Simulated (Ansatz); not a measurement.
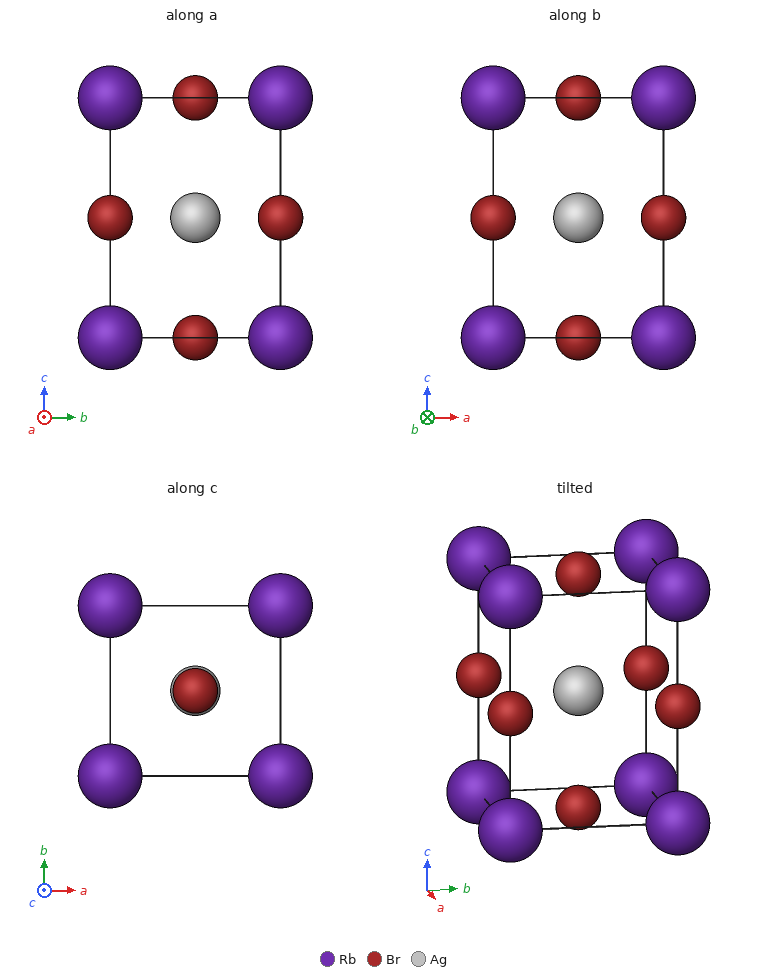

An orthographic spheres-only view of the structure, along the a axis, along the b axis, along the c axis and slightly off an axis. Thin lines show the conventional unit cell, with boundary atoms drawn in all their periodic places.

Lattice parameters: a = 4.518 Å, b = 4.518 Å, c = 6.356 Å, α = 90.00°, β = 90.00°, γ = 90.00°. Put a along x and b in the xy plane.

Question: Reconstruct the structure as a POSCAR file.

Answer:
```
Rb Br Ag
1.0
     4.518    0.000    0.000
     0.000    4.518    0.000
     0.000    0.000    6.356
Rb Br Ag
1 2 1
Direct
  0.0000 0.0000 0.0000
  0.0000 0.0000 0.5000
  0.5000 0.5000 0.0000
  0.5000 0.5000 0.5000
```

The model was built from a structure type filled with these elements by a generator (whether the compound takes this form wasn't checked). Earlier steps of the study may have refined or changed the cell and positions. It went into a calculation with Ansatz.
